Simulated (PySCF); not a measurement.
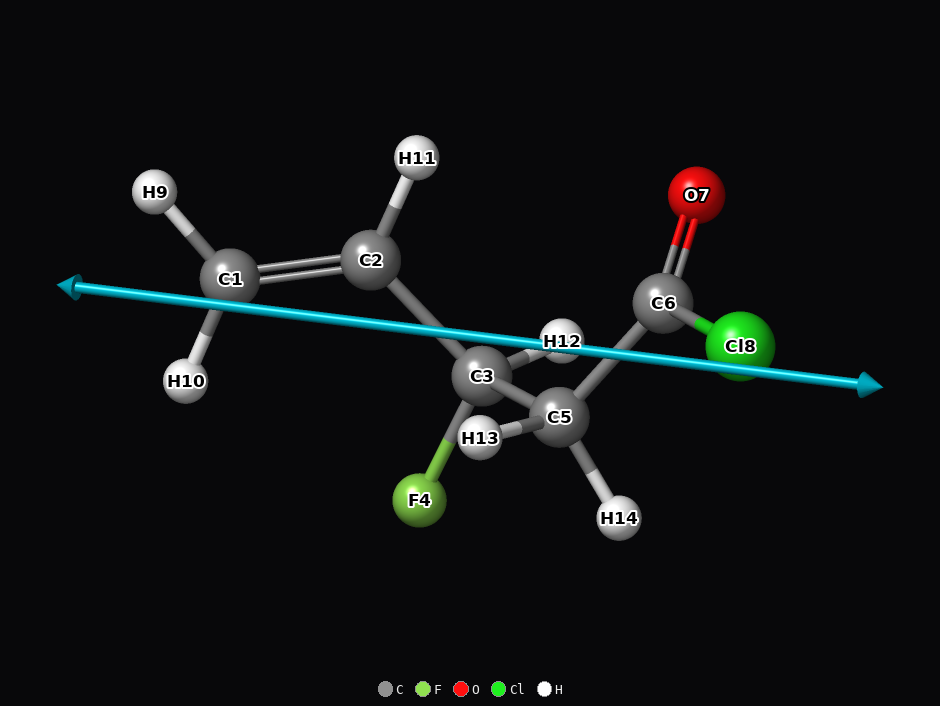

The double arrow shows the direction of the transition dipole to excited singlet state 5 (its length means nothing). The geometry was computed by an optimisation with GFN2-xTB. No frequency run is at hand to confirm it as a minimum. Level of theory: TDDFT CAM-B3LYP/def2-SVPD, vertical, gas phase, core orbitals frozen in the response (PySCF 2.14.0).

How is the transition polarised?

Answer. Close to the long direction C1···Cl8.

Give its energy, strength and character.

Answer. 7.56 eV (164 nm), oscillator strength 0.35, mainly HOMO → LUMO+1 (weight 0.78); transition dipole 3.51 D.
